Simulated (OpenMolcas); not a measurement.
Multiconfigurational calculation: Rh³⁺ complex (part 2 of 2)

The same run, continued: Rh³⁺ with 6 ligands (Cl; octahedron, 2.42 Å), neutralised by 6 outer point charges of +0.5 e, whose field is part of the energies. Method: state-averaged CASSCF, active space 6 electrons in the shell 4d, basis ANO-RCC-VTZP on the metal and ANO-RCC-VDZP on the ligands, DKH2 scalar Hamiltonian, spin-orbit coupling by RASSI with atomic mean-field integrals (OpenMolcas).

Log (extracts), continued:
```
--- RASSI ---
SPIN-FREE ENERGIES:
  (Shifted by EMIN (a.u.) =      -7547.0067682059)

 SF State       Relative EMIN(au)   Rel lowest level(eV)    D:o, cm**(-1)

    51             0.0000000000        0.0000000000              0.0000
     2             0.0236189455        0.6427042489           5183.7594
     3             0.0236189455        0.6427042489           5183.7594
     1             0.0236189455        0.6427042489           5183.7594
     6             0.0278575399        0.7580422778           6114.0233
     7             0.0278575399        0.7580422778           6114.0233
     8             0.0278575399        0.7580422778           6114.0233
     9             0.0468456585        1.2747353082          10281.4336
    10             0.0468456585        1.2747353082          10281.4336
    11             0.0468456593        1.2747353288          10281.4338
    52             0.0558696596        1.5202908874          12261.9730
    53             0.0558696596        1.5202908874          12261.9730
    54             0.0558696596        1.5202908874          12261.9730
    12             0.0892850127        2.4295689667          19595.7952
    13             0.0892850127        2.4295689667          19595.7952
    14             0.0892850132        2.4295689815          19595.7954
    55             0.0909997142        2.4762283718          19972.1287
    56             0.0909997142        2.4762283718          19972.1287
    57             0.0909997147        2.4762283848          19972.1288
     4             0.0930486146        2.5319817919          20421.8104
     5             0.0930486153        2.5319818106          20421.8105
    16             0.0944365486        2.5697493999          20726.4267
    15             0.0944365486        2.5697493999          20726.4267
    17             0.0944365486        2.5697493999          20726.4267
    20             0.1088686767        2.9624676112          23893.9127
    18             0.1088686767        2.9624676112          23893.9127
    19             0.1088686767        2.9624676112          23893.9127
    21             0.1109688823        3.0196171167          24354.8545
    22             0.1109688823        3.0196171167          24354.8545
    25             0.1164849760        3.1697176735          25565.4972
    23             0.1164849760        3.1697176735          25565.4972
    24             0.1164849760        3.1697176735          25565.4972
    58             0.1263329106        3.4376936259          27726.8690
    59             0.1263329106        3.4376936259          27726.8690
    60             0.1263329106        3.4376936259          27726.8690
    61             0.1269387215        3.4541785802          27859.8291
    62             0.1269387215        3.4541785802          27859.8291
    63             0.1322035965        3.5974431277          29015.3356
    64             0.1494593762        4.0669968139          32802.5415
    65             0.1494593762        4.0669968139          32802.5415
Eigenvalues of complex Hamiltonian:
   -----------------------------------
  (Shifted by EMIN (a.u.) =      -7547.0067682059)

 SO State       Relative EMIN(au)   Rel lowest level(eV)    D:o, cm**(-1)

     1            -0.0041586923        0.0000000000              0.0000
     2             0.0170578254        0.5773308602           4656.4874
     3             0.0170578255        0.5773308617           4656.4874
     4             0.0175538136        0.5908273868           4765.3442
     5             0.0175538136        0.5908273868           4765.3442
     6             0.0175538137        0.5908273871           4765.3443
     7             0.0183403430        0.6122299399           4937.9675
     8             0.0183403430        0.6122299418           4937.9675
     9             0.0183403430        0.6122299424           4937.9675
    10             0.0203821458        0.6677902267           5386.0914
    11             0.0203821458        0.6677902265           5386.0914
    12             0.0203821458        0.6677902265           5386.0914
    13             0.0209660967        0.6836803385           5514.2538
    14             0.0223911421        0.7224577990           5827.0151
    15             0.0223911421        0.7224577988           5827.0151
    16             0.0223911421        0.7224577990           5827.0151
    17             0.0278109786        0.8699390656           7016.5318
    18             0.0278109787        0.8699390679           7016.5318
    19             0.0309355122        0.9549619558           7702.2876
    20             0.0309355123        0.9549619569           7702.2876
    21             0.0309355123        0.9549619582           7702.2876
    22             0.0345845179        1.0542564593           8503.1518
    23             0.0345845178        1.0542564568           8503.1518
    24             0.0345845180        1.0542564604           8503.1518
    25             0.0386974634        1.1661754075           9405.8390
    26             0.0431452692        1.2872063682          10382.0195
    27             0.0431452693        1.2872063709          10382.0195
    28             0.0431452693        1.2872063727          10382.0196
    29             0.0454301589        1.3493813841          10883.4948
    30             0.0454301593        1.3493813945          10883.4949
    31             0.0487057321        1.4385142721          11602.4001
    32             0.0487057326        1.4385142847          11602.4002
    33             0.0487057325        1.4385142838          11602.4002
    34             0.0499823462        1.4732527108          11882.5845
    35             0.0563757896        1.6472271705          13285.7831
    36             0.0563757896        1.6472271705          13285.7831
    37             0.0563757896        1.6472271683          13285.7831
    38             0.0843825605        2.4093302304          19432.5588
    39             0.0843825606        2.4093302340          19432.5589
    40             0.0847250645        2.4186502375          19507.7298
    41             0.0854422614        2.4381661605          19665.1363
Weights of the five most important spin-orbit-free states for each spin-orbit state.

 SO State  Total energy (au)           Spin-free states, spin, and weights
 -------------------------------------------------------------------------------------------------------
    1        -0.004159      51 0.0  0.8774    8 1.0  0.0372    7 1.0  0.0372    6 1.0  0.0372    3 2.0  0.0029
    2         0.017058       3 2.0  0.4204    6 1.0  0.2059    1 2.0  0.1196    2 2.0  0.0916    8 1.0  0.0586
    3         0.017058       2 2.0  0.3295    1 2.0  0.3014    7 1.0  0.1613    8 1.0  0.1476   11 1.0  0.0340
    4         0.017554       3 2.0  0.3552    2 2.0  0.3173    1 2.0  0.1802    6 1.0  0.0620    7 1.0  0.0522
    5         0.017554       3 2.0  0.3554    1 2.0  0.3173    2 2.0  0.1801    6 1.0  0.0621    8 1.0  0.0522
    6         0.017554       2 2.0  0.3554    1 2.0  0.3553    3 2.0  0.1421    7 1.0  0.0621    8 1.0  0.0620
    7         0.018340       3 2.0  0.7009    7 1.0  0.1259    8 1.0  0.1259    9 1.0  0.0174   10 1.0  0.0174
    8         0.018340       2 2.0  0.7008    6 1.0  0.1259    8 1.0  0.1259   11 1.0  0.0174    9 1.0  0.0174
    9         0.018340       1 2.0  0.7008    6 1.0  0.1259    7 1.0  0.1259   11 1.0  0.0174   10 1.0  0.0174
   10         0.020382       3 2.0  0.5712    7 1.0  0.2084    8 1.0  0.2084    2 2.0  0.0021    1 2.0  0.0021
   11         0.020382       2 2.0  0.5709    6 1.0  0.2084    8 1.0  0.2083    1 2.0  0.0025    3 2.0  0.0021
   12         0.020382       1 2.0  0.5709    6 1.0  0.2084    7 1.0  0.2083    2 2.0  0.0025    3 2.0  0.0021
```

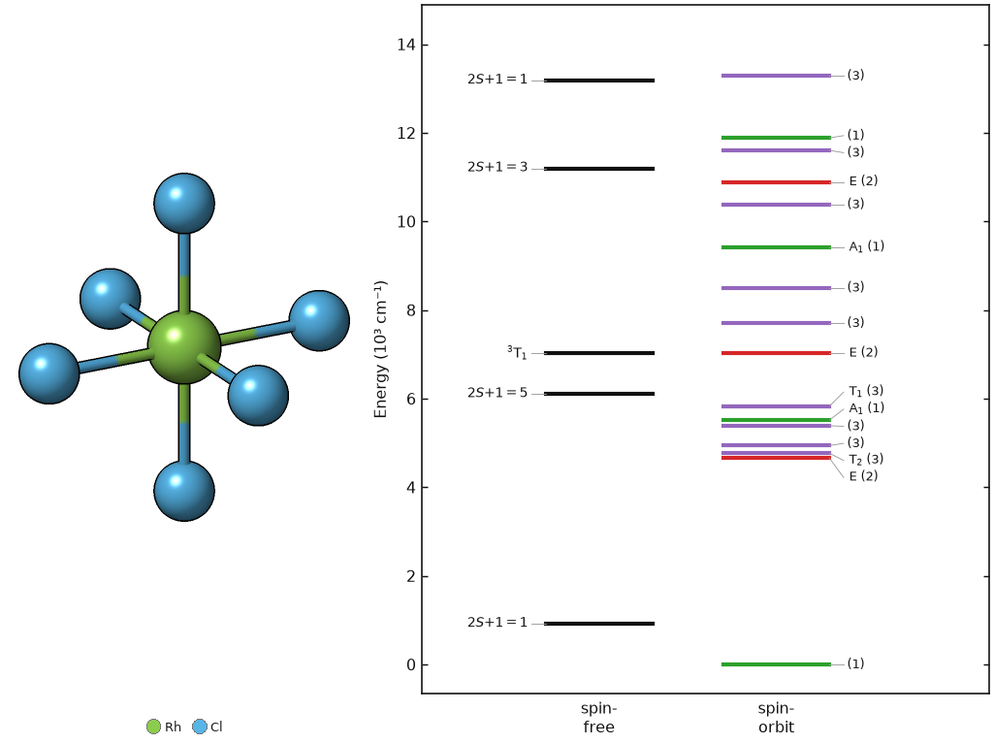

*Rh³⁺ (4d⁶) with 6 ligands, Cl⁻, at 2.42 Å (arrangement: octahedron, Oh), neutralised by outer point charges of +0.5 e, and its levels. Labels give the representation in O, Td, D4 or D3 as the site allows (double group for half-integer spin) where it could be assigned and, in brackets, the degeneracy; spin-free states, where drawn, share the zero of the spin-orbit levels.*

The ground level is non-degenerate, 88 % from states of spin multiplicity 1. The next level lies at 4,660 cm⁻¹ (E). The active orbitals hold 71 to 89 % metal character (Löwdin), and the Mulliken charge of the metal is +0.83.

Input:
```
&GATEWAY
Coord
7

Rh 0.0 0.0 0.0
Cl 2.420000 0.000000 0.000000
Cl 0.000000 2.420000 0.000000
Cl -2.420000 0.000000 0.000000
Cl 0.000000 -2.420000 0.000000
Cl 0.000000 0.000000 2.420000
Cl 0.000000 0.000000 -2.420000
Basis=Rh.ANO-RCC-VTZP,Cl.ANO-RCC-VDZP
Group=XYZ
NoMove
AngMom=0.0 0.0 0.0
AMFI
RICD
XField
3 Angstrom 0
5.220000 0.000000 0.000000 0.500000
0.000000 5.220000 0.000000 0.500000
0.000000 0.000000 5.220000 0.500000
&SEWARD
&RASSCF
FileOrb=start.orb
Symmetry=1
Spin=5
nActEl=6 0 0
Inactive=36 36
Ras2=5 0
CIRoot=5 5 1
SDav=5
CIMx=300
Iter=150 100
PrWF=0.3
OrbListing=Nothing
MaxOrb=0
LevShft=1.0
>>> COPY $Project.JobIph JOB001
&RASSCF
FileOrb=start.orb
Symmetry=1
Spin=3
nActEl=6 0 0
Inactive=36 36
Ras2=5 0
CIRoot=45 45 1
SDav=45
CIMx=300
Iter=150 100
PrWF=0.3
OrbListing=Nothing
MaxOrb=0
LevShft=1.0
>>> COPY $Project.JobIph JOB002
&RASSCF
FileOrb=start.orb
Symmetry=1
Spin=1
nActEl=6 0 0
Inactive=36 36
Ras2=5 0
CIRoot=50 50 1
SDav=50
CIMx=300
Iter=150 100
PrWF=0.3
OrbListing=Nothing
MaxOrb=0
LevShft=1.0
>>> COPY $Project.JobIph JOB003
&RASSI
NrOfJobIphs=3 5 45 50
1 2 3 4 5
1 2 3 4 5 6 7 8 9 10 11 12 13 14 15 16 17 18 19 20 21 22 23 24 25 26 27
28 29 30 31 32 33 34 35 36 37 38 39 40 41 42 43 44 45
1 2 3 4 5 6 7 8 9 10 11 12 13 14 15 16 17 18 19 20 21 22 23 24 25 26 27
28 29 30 31 32 33 34 35 36 37 38 39 40 41 42 43 44 45 46 47 48 49 50
IphNames
JOB001
JOB002
JOB003
EJob
SpinOrbit
DIPRint=1.0
SOCoupling=1000.0
Subsets=2
Property=9
'ANGMOM' 1 'ANGMOM' 2 'ANGMOM' 3 'MLTPL  1' 1 'MLTPL  1' 2 'MLTPL  1' 3
'AMFI' 1 'AMFI' 2 'AMFI' 3
SOProperty=3
'ANGMOM' 1 'ANGMOM' 2 'ANGMOM' 3
```

The file start.orb holds starting orbitals from an earlier step. A driver script formed the levels outside the program, from RASSI's spin-orbit matrix and the active-space energies, averaged over the components of each term or state.

Run as:
```bash
OMP_NUM_THREADS=1 MOLCAS_MEM=2457 MOLCAS_PROJECT=a pymolcas a.inp > a.log  # once for each step of the input, in one work folder
```

Summary:

- outcome: converged
- energy of the lowest spin-free term: −7547.00677 hartree
- energy of the lowest spin-orbit level: −7547.01093 hartree
- largest spread among components of a term: 0.0 cm⁻¹
- hardware: 1 thread of Intel Xeon @ 2.50GHz (Skylake/Cascade Lake), 16 GiB of memory available, shared host
- wall time: 1.8 min

Remarks:

Without dynamic correlation the splittings between terms come out too large, often by 20 to 50 %. To bear in mind: small active space favours high spin, ground spin may be wrong; covalent bonds, ligand orbitals missing from the active space; distances are set from ionic radii, not optimised.
